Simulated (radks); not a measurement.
Method: Dirac Kohn-Sham, LDA (Slater exchange, Perdew-Wang correlation), spin-unpolarised, spherical densities, finite nucleus; computed with the in-house radial solver radks. The occupation of the 6p shell is varied from Tl⁺ ([Xe] 4f14 5d10 6s2) to Tl ([Xe] 4f14 5d10 6s2 6p1 (open shells shared over both j by 2j + 1)), with spherical fractional occupations. Wanted, and plotted below: the total energy less the straight line between the end points.

The curve is convex (below the straight line), with the largest deviation among the points computed, −0.74 eV, at 0.5. The end points differ by 5.51 eV, the energy to take the electron out. Convexity is the mark of the delocalisation error, which puts fractional charges too low; for p, d and f shells the spherical spreading of the fraction adds to it.

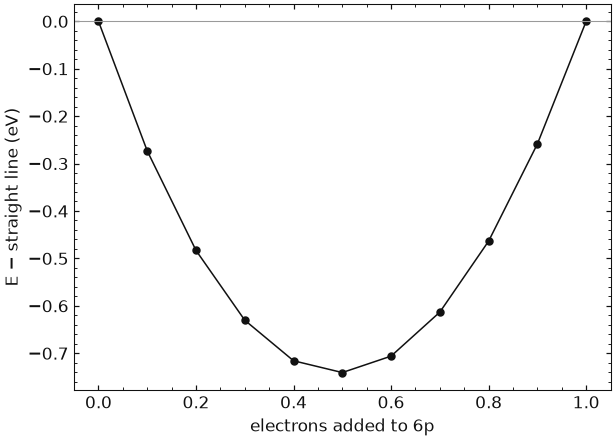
